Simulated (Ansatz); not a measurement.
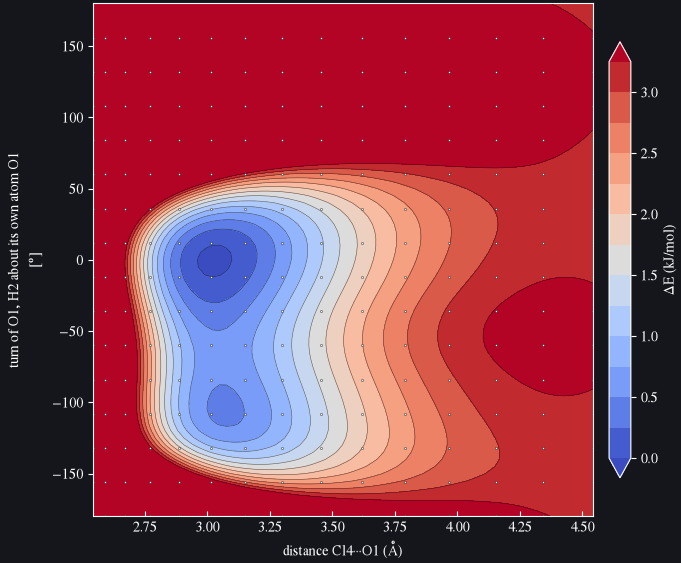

The pair HO···CH₃Cl, charge −1. The turn is about an axis along (−0.63, 0.78, −0.00) in the frame of the relaxed pair, normal to the line between the partners. Coordinates scanned: (1) distance Cl4···O1; (2) turn of O1, H2 about its own atom O1. The scan uses a 15 × 15 grid. Points are written as (first, second). Energies: kJ/mol, counted from the lowest grid point. Method: RHF/def2-TZVPD (Ansatz 0.2.0).

Drawn: filled contours, dots at the grid points, one colour for all values above the top of the scale. Between grid points the surface is interpolated.

Where is the minimum, and how stiff is the well along each coordinate?

Answer. The interpolated minimum is at distance Cl4···O1 ≈ 3.025 Å, the second coordinate ≈ 0°. The curvatures there are about 0.29 eV/Å² and 0.038 eV/rad², with a cross term of about −0.011 eV/(Å·rad). Round the minimum the two coordinates are weakly coupled (coupling −0.11 in units of the two stiffnesses). (1 eV is 96.5 kJ/mol.)
